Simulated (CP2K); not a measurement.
**CH3FSSi (SMILES FC1[SiH2]S1): GFN1-xTB**

Aim: the vertical ionisation energy of CH3FSSi at GFN1-xTB, from 2 runs. 

Program for the calculation: CP2K 2026.2.

3 further runs of the same task are left out: 2 that didn't finish, 1 set aside as unsound or not needed.

## 1. The system as given

The species is CH3FSSi (7 atoms), meant as a singlet with charge 0. As SMILES, `FC1[SiH2]S1`. The coordinates come from a PBE0-D4/def2-TZVP relaxation.

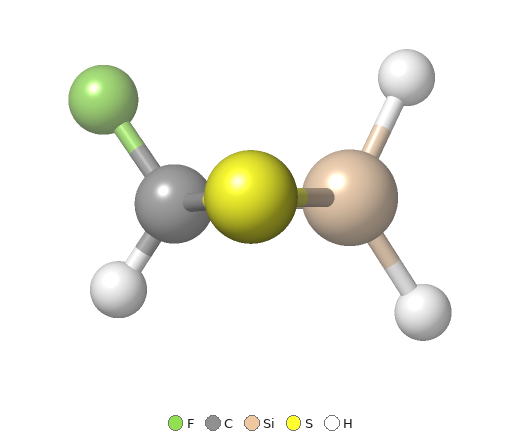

The structure, seen from a chosen angle (fluorine green, carbon grey, silicon light orange, sulfur yellow, hydrogen white).

## 2. Energy and gradient at GFN1-xTB

qs.inp

```
&FORCE_EVAL
    METHOD QUICKSTEP
    &DFT
        &QS
            METHOD XTB
            EPS_DEFAULT 1.0E-10
            &XTB
                GFN_TYPE 1
                CHECK_ATOMIC_CHARGES F
            &END XTB
        &END QS
        &POISSON
            PERIODIC NONE
            POISSON_SOLVER ANALYTIC
        &END POISSON
        &SCF
            SCF_GUESS ATOMIC
            EPS_SCF 1.0E-07
            MAX_SCF 150
            ADDED_MOS 2
            &DIAGONALIZATION
                ALGORITHM STANDARD
            &END DIAGONALIZATION
            &MIXING
                METHOD BROYDEN_MIXING
                ALPHA 0.3
                NBUFFER 8
            &END MIXING
        &END SCF
        &PRINT
            &MOMENTS
                PERIODIC F
                REFERENCE COM
                MAX_MOMENT 1
            &END MOMENTS
            &MO ON
                ENERGIES T
                OCCUPATION_NUMBERS T
                NDIGITS 6
                &EACH
                    QS_SCF 0
                &END EACH
                ADD_LAST NUMERIC
            &END MO
            &HIRSHFELD OFF
            &END HIRSHFELD
        &END PRINT
    &END DFT
    &SUBSYS
        &CELL
            ABC 19.9 18.2 19.1
            PERIODIC NONE
        &END CELL
        &COORD
            F     -1.909000     0.103100     0.435700
            C     -0.813100     0.144100    -0.378100
            Si     0.883100    -0.025600     0.355100
            S     -0.085400    -1.497300    -0.777900
            H     -1.031700     0.735800    -1.262900
            H      0.977500    -0.211900     1.817300
            H      2.039800     0.683800    -0.235000
        &END COORD
        &TOPOLOGY
            &CENTER_COORDINATES
            &END CENTER_COORDINATES
        &END TOPOLOGY
    &END SUBSYS
    &PRINT
        &FORCES ON
        &END FORCES
    &END PRINT
&END FORCE_EVAL
&GLOBAL
    PROJECT_NAME qs
    RUN_TYPE ENERGY_FORCE
    PRINT_LEVEL MEDIUM
&END GLOBAL
```

Command:

```
$ OMP_NUM_THREADS=1 cp2k.psmp -i qs.inp > qs.out 2>&1
```

What it wrote, cut to the lines that bear on the results:

```text
CP2K| version string:                                       CP2K version 2026.2
[...]
 GLOBAL| Method name                                                        CP2K
[...]
 GLOBAL| Run type                                                   ENERGY_FORCE
[...]
                             - Atoms:                                          7
[...]
                             - Spherical basis functions:                     32
[...]
 Number of electrons:                                                         24
[...]
     1 NoMix/Diag. 0.30E+00    0.0     0.59730397       -14.3427377514 -1.43E+01
[...]
    78 Broy./Diag. 0.30E+00    0.0     0.00000008       -14.4190838374  5.21E-08
  *** SCF run converged in    78 steps ***
[...]
 TB_DIPOLE| Moment [Debye]          2.21730025       0.92129558      -0.39628058
 TB_DIPOLE| Derivative [a.u.]       0.00000000       0.00000000       0.00000000
[...]
 ENERGY| Total FORCE_EVAL ( QS ) energy [hartree]            -14.419083820567852
 FORCES| Atomic forces [hartree/bohr]
 FORCES|   Atom     x               y               z               |f|
 FORCES|      1 -5.52400067E-03 -3.26609012E-03 -2.36382963E-03   6.83883167E-03
 FORCES|      2  1.59935954E-03  3.00157953E-02  6.48033204E-03   3.07489938E-02
 FORCES|      3  8.43615532E-03 -1.20864248E-02  1.39532427E-03   1.48053136E-02
 FORCES|      4  1.38005297E-02 -9.96963041E-03  4.08894542E-03   1.75090727E-02
 FORCES|      5 -9.57578477E-03 -1.69760046E-03 -3.80555571E-03   1.04431679E-02
 FORCES|      6  2.22327400E-04  1.96224063E-03 -1.09383105E-02   1.11151453E-02
 FORCES|      7 -8.95858652E-03 -4.95829015E-03  5.14309415E-03   1.14582866E-02
 FORCES| Sum    -2.89698820E-16 -4.42354486E-17 -2.08166817E-17
 FORCES| Total atomic force                                       2.93795023E-16
[...]
```

It took 1.5 s on 1 thread of Intel Xeon Platinum 8488C (Sapphire Rapids), shared host; peak memory 0.19 GiB.

## 3. The doublet cation

gas.inp

```
&GLOBAL
  PROJECT_NAME gas
  RUN_TYPE ENERGY_FORCE
  PRINT_LEVEL MEDIUM
&END GLOBAL
&FORCE_EVAL
  METHOD QS
  &DFT
    CHARGE 1
    MULTIPLICITY 2
    SPIN_POLARIZED T
    # Quickstep
    &QS
      METHOD XTB
      EPS_DEFAULT 1.0E-10
      &XTB
        GFN_TYPE 1
        CHECK_ATOMIC_CHARGES F
      &END XTB
    &END QS
    # no periodic images
    &POISSON
      PERIODIC NONE
      POISSON_SOLVER ANALYTIC
    &END POISSON
    &SCF
      SCF_GUESS ATOMIC
      EPS_SCF 1.0E-07
      MAX_SCF 100
      &DIAGONALIZATION
        ALGORITHM STANDARD
      &END DIAGONALIZATION
      &MIXING
        METHOD BROYDEN_MIXING
        ALPHA 0.2
        NBUFFER 8
      &END MIXING
    &END SCF
    &PRINT
      &MOMENTS
        PERIODIC F
        REFERENCE COM
        MAX_MOMENT 1
      &END MOMENTS
      &MO ON
        ENERGIES T
        OCCUPATION_NUMBERS T
        NDIGITS 6
        &EACH
          QS_SCF 0
        &END EACH
        ADD_LAST NUMERIC
      &END MO
      &HIRSHFELD OFF
      &END HIRSHFELD
    &END PRINT
  &END DFT
  # atoms, cell and kinds
  &SUBSYS
    # vacuum box
    &CELL
      ABC 19.9 18.2 19.1
      PERIODIC NONE
    &END CELL
    &COORD
      F     -1.909000     0.103100     0.435700
      C     -0.813100     0.144100    -0.378100
      Si     0.883100    -0.025600     0.355100
      S     -0.085400    -1.497300    -0.777900
      H     -1.031700     0.735800    -1.262900
      H      0.977500    -0.211900     1.817300
      H      2.039800     0.683800    -0.235000
    &END COORD
    &TOPOLOGY
      &CENTER_COORDINATES
      &END CENTER_COORDINATES
    &END TOPOLOGY
  &END SUBSYS
  # extra output
  &PRINT
    &FORCES ON
    &END FORCES
  &END PRINT
&END FORCE_EVAL
```

Command:

```
$ OMP_NUM_THREADS=1 cp2k.psmp -i gas.inp > gas.out 2>&1
```

What it wrote, cut to the lines that bear on the results:

```text
CP2K| version string:                                       CP2K version 2026.2
[...]
 GLOBAL| Method name                                                        CP2K
[...]
 GLOBAL| Run type                                                   ENERGY_FORCE
[...]
                             - Atoms:                                          7
[...]
                             - Spherical basis functions:                     32
[...]
 Number of electrons:                                                         12
[...]
     1 NoMix/Diag. 0.20E+00    0.0     0.58727280       -13.7167680181 -1.37E+01
[...]
    78 Broy./Diag. 0.20E+00    0.0     0.00000007       -13.8851867647 -5.13E-08
  *** SCF run converged in    78 steps ***
[...]
 TB_DIPOLE| Moment [Debye]          3.52098099       2.44184329      -0.04231476
 TB_DIPOLE| Derivative [a.u.]       0.00000000       0.00000000       0.00000000
[...]
 ENERGY| Total FORCE_EVAL ( QS ) energy [hartree]            -13.885186704482672
 FORCES| Atomic forces [hartree/bohr]
 FORCES|   Atom     x               y               z               |f|
 FORCES|      1  2.87996601E-02  1.08626296E-03 -1.80902660E-02   3.40273142E-02
 FORCES|      2 -6.27406668E-02 -1.27139180E-02 -6.72172829E-03   6.43678228E-02
 FORCES|      3  4.98180130E-02 -4.29718849E-03  2.33998249E-02   5.52073550E-02
 FORCES|      4 -2.82692558E-03  8.73860453E-03  6.81861332E-03   1.14388900E-02
 FORCES|      5 -2.08171033E-03  8.67012332E-03  3.19051735E-04   8.92223909E-03
 FORCES|      6 -2.21343594E-03  1.80239927E-03 -8.23667920E-03   8.71727171E-03
 FORCES|      7 -8.75493440E-03 -3.28628363E-03  2.51118360E-03   9.68269485E-03
 FORCES| Sum     1.71737624E-16  1.90819582E-16  1.67400815E-16
 FORCES| Total atomic force                                       3.06478315E-16
[...]
```

It took 1.4 s on 1 thread of Intel Xeon Platinum 8488C (Sapphire Rapids), shared host; peak memory 0.19 GiB.

## 4. Summary of results

Level: GFN1-xTB.

| quantity | value |
| --- | --- |
| singlet CH3FSSi: total energy | -14.41908 Eh |
| singlet CH3FSSi: dipole moment (from atomic charges alone) | 2.43 D |
| singlet CH3FSSi: HOMO energy | -11.24 eV |
| singlet CH3FSSi: LUMO energy | -6.38 eV |
| singlet CH3FSSi: HOMO–LUMO gap | 4.86 eV |
| singlet CH3FSSi: dispersion energy | -5.74 kJ/mol |
| singlet CH3FSSi: largest force on an atom | 1.581 eV/Å |
| doublet cation: total energy | -13.88519 Eh |
| doublet cation: HOMO energy (highest over α and β) | -17.91 eV |
| doublet cation: dispersion energy | -5.74 kJ/mol |
| doublet cation: largest force on an atom | 3.310 eV/Å |
| vertical ionisation energy (to the doublet cation) | 14.528 eV |

What this shows: The vertical ionisation energy comes to 14.53 eV (335 kcal/mol). The largest force (singlet CH3FSSi) is 1.58 eV/Å: the shape isn't a stationary point for this species at this level. xTB total energies overstate such differences by several eV unless an empirical shift is taken off; none is applied here. The dipole (singlet CH3FSSi) comes from point charges on the atoms alone, without atomic dipoles, so it is partial.
